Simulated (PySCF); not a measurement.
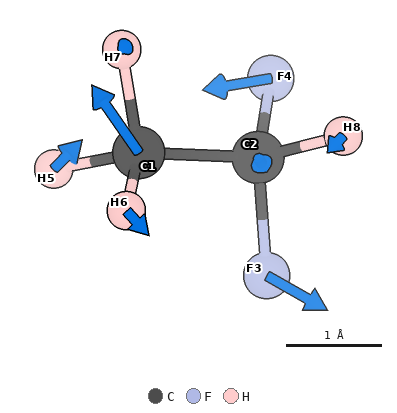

This is a relaxation of C₂H₄F₂. The starting structure is drawn; blue arrows show the displacements, 10 times their true length. The two geometries are superimposed by the best rigid fit.

A ball-and-stick model, seen at a tilt.

The start comes from MMFF94s. Its atoms were then displaced at random by about 0.03 Å.

These are results of PBE0-D3(BJ)/def2-SVP geometry optimisation, gas phase in PySCF 2.14.0, density-fitted response routines, not measurements. 

Question: What happened in the run?

Answer: The atom that moves furthest after the best rigid fit is C1 (0.092 Å). By element the largest moves are C 0.092 Å, F 0.081 Å, H 0.046 Å. Some distances before and after: C1–H6 1.022 → 1.099 Å, C1–H5 1.163 → 1.099 Å, C1–C2 1.444 → 1.500 Å, C1–H7 1.153 → 1.099 Å. Bond angles that change, for instance: C2–C1–H6 118.7° → 110.1°, H5–C1–H7 101.9° → 109.1°, C1–C2–F4 117.1° → 110.3°. After 8 geometry steps the energy has fallen by 11.0 kcal/mol.
